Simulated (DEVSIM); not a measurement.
System: Si p-i-n diode, at 300 K.

```
layer (left to right)  material  thickness (μm)  Nd (cm⁻³)  Na (cm⁻³)  τn (s)  τp (s)
---------------------  --------  --------------  ---------  ---------  ------  ------
1                            Si            1.40          -     6.8e18  2.7e-7  2.7e-7
2                            Si            44.0     6.1e11          -  2.7e-7  2.7e-7
3                            Si            2.10     2.1e18          -  2.7e-7  2.7e-7
```

Left contact: ohmic. Right contact: ohmic. Voltage is applied to the left contact. Recombination: SRH at mid-gap, radiative, Auger. Mobility is μmin + (μ − μmin)/(1 + (N/Nref)^α).

This is a model device: material constants are rounded textbook-type values typed into the input, and sizes, dopings and lifetimes were drawn at random. Values at 300 K.

```
parameter           Si
-------------  -------
gap (eV)         1.124
affinity (eV)     4.05
permittivity      11.7
Nc (cm⁻³)      2.86e19
Nv (cm⁻³)       3.1e19
μn (cm²/Vs)       1417
μp (cm²/Vs)        470
μn,min              52
μp,min              45
Nref,n          9.7e16
Nref,p          2.2e17
αn                0.68
αp                0.72
B (cm³/s)      4.7e-15
Cn (cm⁶/s)     2.8e-31
Cp (cm⁶/s)     9.9e-32
```

Model (solved in DEVSIM): 1D drift-diffusion, Boltzmann statistics, complete ionisation; no tunnelling, impact ionisation, image-force lowering or self-heating.

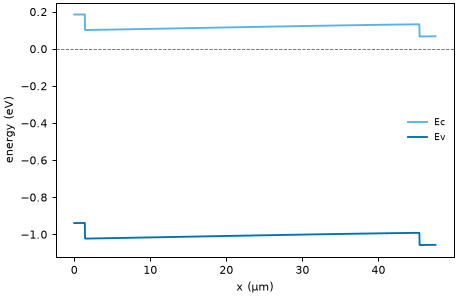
Figure. Band edges at 0.9 V on the left contact

Energies count from the Fermi level of the right contact; mesh points crowd at the junctions.

```
x (μm)   Ec (eV)  Ev (eV)  n (cm⁻³)  p (cm⁻³)  field (V/cm)
-------  -------  -------  --------  --------  ------------
0.000      0.185   -0.939     < 1e2    6.8e18           ≈ 0
0.05625    0.185   -0.939    4.1e14    6.8e18           ≈ 0
0.2503     0.185   -0.939    1.8e15    6.8e18           ≈ 0
0.8296     0.185   -0.939    6.0e15    6.8e18           ≈ 0
1.306      0.185   -0.939    9.5e15    6.8e18           ≈ 0
1.389      0.185   -0.939    1.0e16    6.8e18          -180
1.430      0.101   -1.023    2.6e17    2.7e17          -430
1.665      0.101   -1.023    2.6e17    2.6e17           ≈ 0
2.358      0.102   -1.022    2.6e17    2.6e17           ≈ 0
4.714      0.104   -1.020    2.4e17    2.4e17           ≈ 0
13.19      0.110   -1.014    2.0e17    2.0e17           ≈ 0
37.15      0.128   -0.996    1.6e17    1.6e17           ≈ 0
43.09      0.131   -0.993    1.6e17    1.6e17           ≈ 0
44.74      0.132   -0.992    1.7e17    1.7e17           ≈ 0
45.29      0.132   -0.992    1.7e17    1.7e17           ≈ 0
45.39      0.126   -0.998    2.1e17    1.3e17         -8300
45.43      0.066   -1.058    2.1e18    1.3e16           ≈ 0
45.54      0.067   -1.057    2.1e18    1.2e16           ≈ 0
46.23      0.067   -1.057    2.1e18    7.9e15           ≈ 0
47.11      0.067   -1.057    2.1e18    2.4e15           ≈ 0
47.41      0.067   -1.056    2.1e18    6.0e14           ≈ 0
47.50      0.068   -1.056    2.1e18     < 1e2           ≈ 0
```
